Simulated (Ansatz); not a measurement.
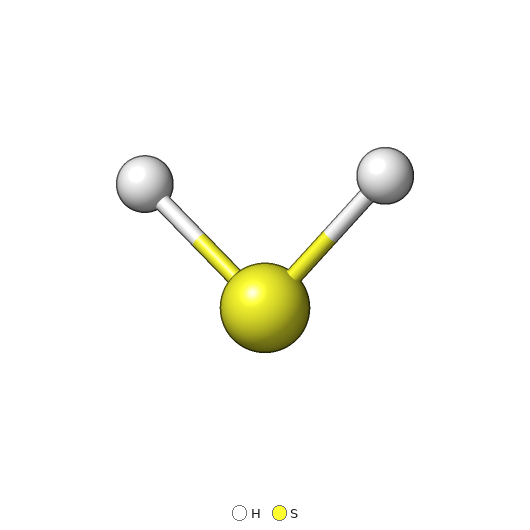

Ball-and-stick drawing of a structure. Every bond is drawn as one stick, whatever its order.

The computed structure is the end point of a PBE0-D4/def2-TZVP optimisation.

Identify the structure.

Formula H2S. The point group is C2v. Coordination: 1 S bent.

More results for the same structure follow; atom numbers are the same in all pictures, views and colours differ.

### Shape

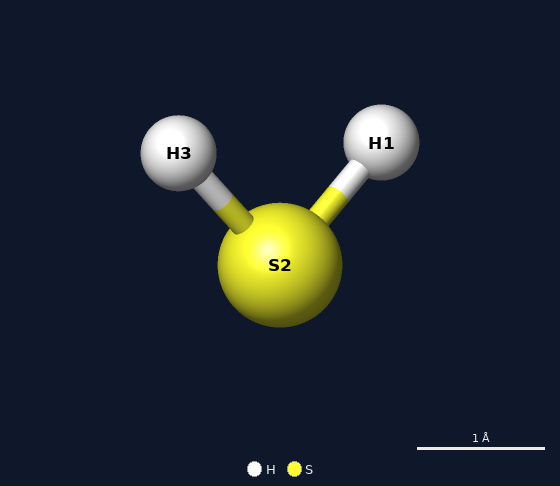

Atoms carry their numbers in the input.

Give these bond angles: H1–S2–H3.

```
   angle  degrees
H1–S2–H3     92.3
```

### Dipole moment

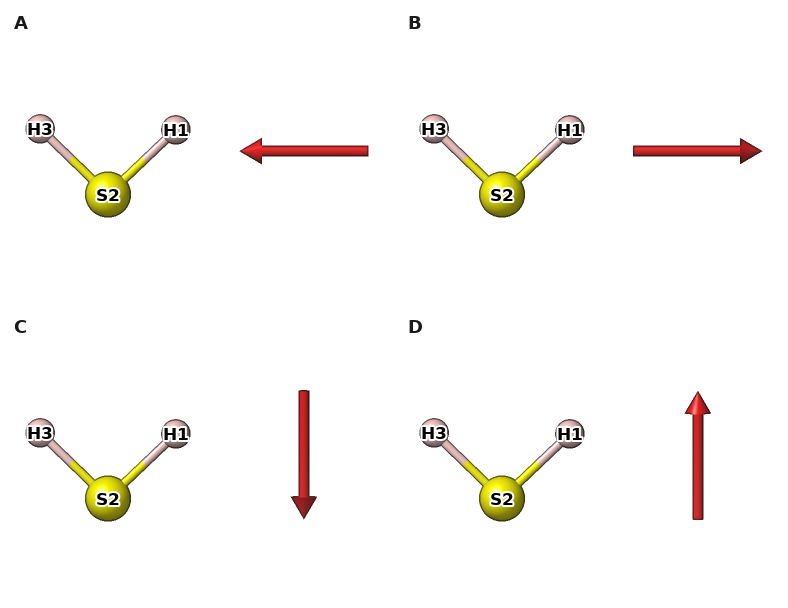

The same molecule four times, each with an arrow. Properties computed with RKS PBE0-D4/def2-TZVP (Ansatz 0.2.0).

**Which arrow points along the dipole moment, from the negative to the positive end?**

D. The dipole moment is 1.16 D; it points from the side of S2 to the side of H1, H3 (the outermost atoms at the two ends).

### Electronic properties

Properties computed with RKS PBE0-D4/def2-TZVPP (Ansatz 0.2.0).

**Give the HOMO energy (Kohn–Sham orbital) at this level.**

−7.49 eV.

**Estimate the HOMO–LUMO gap.**

8.09 eV.

### Charges

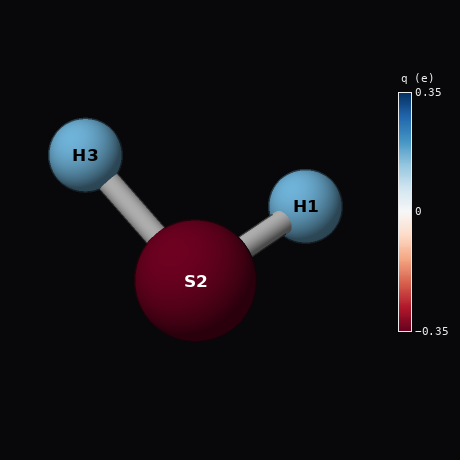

Atoms are coloured by their Mulliken charges. Level of theory: RKS PBE0-D4/def2-TZVP (Ansatz 0.2.0).

Give the Mulliken charges atom by atom.

```tsv
atom	value (e)
H1	0.17
S2	−0.35
H3	0.17
```

Mulliken values depend strongly on the basis set and can even reverse the polarity of a bond.
